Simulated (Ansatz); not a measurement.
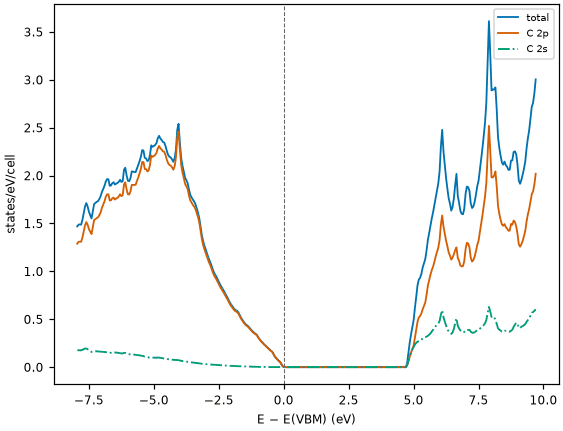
Fig. 1. Total and projected density of states of C in space group R-3m (No. 166; C on 6c, C on 6c, C on 6c), plane-wave PAW r²SCAN (Ansatz code)

Question: Which orbitals carry the states next to the gap?

Answer: Top 1 eV of the valence band: C 2p 99 %. Bottom 1 eV of the conduction band: C 2p 59 %, C 2s 29 %, outside the projected shells 12 %. Projections are on Löwdin-orthogonalised atomic valence shells; empty p or d shells of many metals are not among them.

Question: Where is the tallest occupied peak in this window, and what makes it?

Answer: Near -4.0 eV, about 2.5 states/eV per cell; the largest projected share is C 2p.

The start of the workflow was typed in or built on a structure type; the Crystallography Open Database files this formula in space group No. 166, but the cells were not matched. It is not the phase usual at ambient conditions (space group No. 194, 227). The cell was relaxed with r²SCAN under the symmetry of its start; whether a distortion lowers the energy is not shown.

Potentials: the later of the program's two PAW sets.
